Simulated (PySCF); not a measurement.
# SiH2Cl2 (dichlorosilane (DCS)): SVWN5/STO-3G

Aim: the vertical singlet–triplet gap of SiH2Cl2 (dichlorosilane (DCS)) at SVWN5/STO-3G, from 2 runs. Input form: a Python script.

Program for the calculation: PySCF 2.14.0.

6 further runs of the same task are left out: 6 set aside as unsound or not needed.

**1. The system as given**

SiH2Cl2 has 5 atoms, charge 0, and is taken as a singlet. SMILES: `Cl[SiH2]Cl`. The coordinates come from a PBE0-D4/def2-TZVP relaxation.

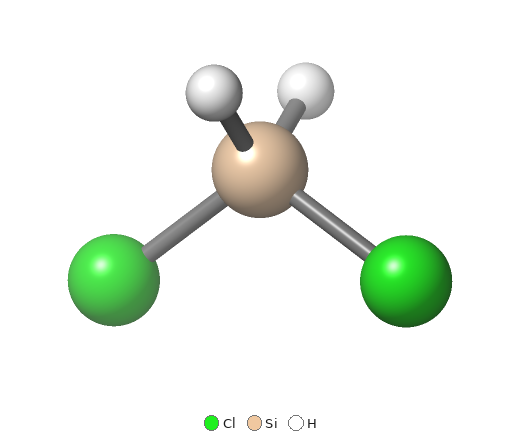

The structure, seen from a chosen angle (chlorine green, silicon light orange, hydrogen white).

**2. A single-point energy at SVWN5/STO-3G**

Input file calc.py:

```python
from pyscf import gto, dft

mol = gto.M(
    atom='''
Cl      -1.036100      -0.393400       1.609300
Si       0.136800      -0.071700      -0.028900
Cl      -0.799200       1.196800      -1.324000
H        0.352000      -1.362200      -0.711200
H        1.396500       0.556600       0.413400
''',
    basis='sto-3g',
    charge=0,
    verbose=3,
    max_memory=1860,
)

mf = dft.RKS(mol)
mf.xc = 'svwn'
mf.grids.level = 5
mf.conv_tol = 1e-10
mf.kernel()
if not mf.converged:
    mf = mf.newton().run(mf.mo_coeff, mf.mo_occ)

e_tot = mf.e_tot
print(f'total energy: {e_tot:.8f} hartree')
```

Run with:

```console
$ OMP_NUM_THREADS=1 python calc.py
```

Log:

```text
converged SCF energy = -1193.54173838446
total energy: -1193.54173838 hartree
```

Wall time 2.3 s (1 thread of Arm Neoverse V1, shared host); peak memory 0.15 GiB.

**3. The triplet**

Input file input.py:

```python
from pyscf import gto, dft

molecule = gto.M(
    atom='''
Cl      -1.036100      -0.393400       1.609300
Si       0.136800      -0.071700      -0.028900
Cl      -0.799200       1.196800      -1.324000
H        0.352000      -1.362200      -0.711200
H        1.396500       0.556600       0.413400
''',
    max_memory=1860,
    basis='sto-3g',
    verbose=4,
    charge=0,
    spin=2,
)

calc0 = dft.UKS(molecule)
calc0.xc = 'svwn'
calc0.grids.level = 5
calc0.conv_tol = 1e-10
calc0.kernel()
if not calc0.converged:
    calc0 = calc0.newton().run(calc0.mo_coeff, calc0.mo_occ)

e_final = calc0.e_tot
print(f'total energy: {e_final:.8f} hartree')
```

Run with:

```console
$ OMP_NUM_THREADS=1 python input.py
```

Log:

```text
PySCF version 2.14.0

[INPUT] num. atoms = 5
[INPUT] num. electrons = 50
[INPUT] charge = 0
[INPUT] spin (= nelec alpha-beta = 2S) = 2
[INPUT] symmetry False subgroup None
[INPUT] Mole.unit = angstrom
[INPUT] Symbol           X                Y                Z      unit          X                Y                Z       unit  Magmom
[INPUT]  1 Cl    -1.036100000000  -0.393400000000   1.609300000000 AA   -1.957945237662  -0.743418257404   3.041136252263 Bohr   0.0
[INPUT]  2 Si     0.136800000000  -0.071700000000  -0.028900000000 AA    0.258514533841  -0.135493363131  -0.054613085000 Bohr   0.0
[INPUT]  3 Cl    -0.799200000000   1.196800000000  -1.324000000000 AA   -1.510269118752   2.261624225879  -2.501997388924 Bohr   0.0
[INPUT]  4 H      0.352000000000  -1.362200000000  -0.711200000000 AA    0.665183595847  -2.574184926883  -1.343973219791 Bohr   0.0
[INPUT]  5 H      1.396500000000   0.556600000000   0.413400000000 AA    2.639002532955   1.051821560933   0.781212779895 Bohr   0.0

nuclear repulsion = 191.96342107857
number of shells = 17
number of NR pGTOs = 87
number of NR cGTOs = 29
basis = sto-3g
ecp = {}

******** <class 'pyscf.dft.uks.UKS'> ********
method = UKS
initial guess = minao
damping factor = 0
level_shift factor = 0
DIIS = <class 'pyscf.scf.diis.CDIIS'>
diis_start_cycle = 1
diis_space = 8
diis_damp = 0
SCF conv_tol = 1e-10
SCF conv_tol_grad = None
SCF max_cycles = 50
direct_scf = True
direct_scf_tol = 1e-13
number electrons alpha = 26  beta = 24
XC library pyscf.dft.libxc version 7.0.0
    S. Lehtola, C. Steigemann, M. J.T. Oliveira, and M. A.L. Marques.,  SoftwareX 7, 1–5 (2018)
XC functionals = svwn
    P. A. M. Dirac.,  Math. Proc. Cambridge Philos. Soc. 26, 376 (1930)
    F. Bloch.,  Z. Phys. 57, 545 (1929)
    S. H. Vosko, L. Wilk, and M. Nusair.,  Can. J. Phys. 58, 1200 (1980)
radial grids:
    Treutler-Ahlrichs [JCP 102, 346 (1995); DOI:10.1063/1.469408] (M4) radial grids

[... 12 lines left out ...]
[... the frontier-level lines of each cycle are left out ...]
[... 5 lines left out ...]
[... 5 lines left out ...]
[... 5 lines left out ...]
[... 5 lines left out ...]
[... 5 lines left out ...]
[... 4 lines left out ...]
[... 1 line left out ...]
[... 4 lines left out ...]
[... 1 line left out ...]
[... 4 lines left out ...]
[... 1 line left out ...]
[... 4 lines left out ...]
[... 1 line left out ...]
[... 5 lines left out ...]
[... 5 lines left out ...]
[... 5 lines left out ...]
[... 5 lines left out ...]

cycle= 14 E= -1193.24867969783  delta_E= 3.81e-06  |g|= 0.0016  |ddm|= 0.0255


cycle= 15 E= -1193.24869037419  delta_E= -1.07e-05  |g|= 0.000918  |ddm|= 0.0489



cycle= 16 E= -1193.24869079057  delta_E= -4.16e-07  |g|= 0.000275  |ddm|= 0.0173



cycle= 17 E= -1193.24869183011  delta_E= -1.04e-06  |g|= 3.7e-05  |ddm|= 0.0207



cycle= 18 E= -1193.24869185724  delta_E= -2.71e-08  |g|= 3.33e-05  |ddm|= 0.00157



cycle= 19 E= -1193.24869187077  delta_E= -1.35e-08  |g|= 5.88e-06  |ddm|= 0.00233



cycle= 20 E= -1193.24869187128  delta_E= -5.15e-10  |g|= 8.69e-07  |ddm|= 0.000313



cycle= 21 E= -1193.2486918713  delta_E= -1.66e-11  |g|= 1.31e-07  |ddm|= 8.45e-05



Extra cycle  E= -1193.24869187125  delta_E= 4.75e-11  |g|= 1.48e-06  |ddm|= 0.000131
converged SCF energy = -1193.24869187125  <S^2> = 2.0007359  2S+1 = 3.0004906
total energy: -1193.24869187 hartree
```

Run time: 6.9 s. Hardware: 1 thread of Arm Neoverse V1, shared host; peak memory 0.16 GiB.

**4. What came out**

At SVWN5/STO-3G:

```
                                        quantity           value
                           singlet: total energy  -1193.54174 Eh
                          singlet: dipole moment          2.60 D
                            singlet: HOMO energy        -5.54 eV
                            singlet: LUMO energy         2.04 eV
                          singlet: HOMO–LUMO gap         7.58 eV
                           triplet: total energy  -1193.24869 Eh
                          triplet: dipole moment          2.45 D
                                   triplet: ⟨S²⟩           2.001
vertical energy of the triplet above the singlet        7.974 eV
```

At this shape the triplet lies 7.97 eV (769 kJ/mol) above the singlet. In a minimal basis such a difference can be off by several eV, whatever the method. Mulliken charges (singlet) run from -0.29 on Cl1 to +0.64 on Si2.
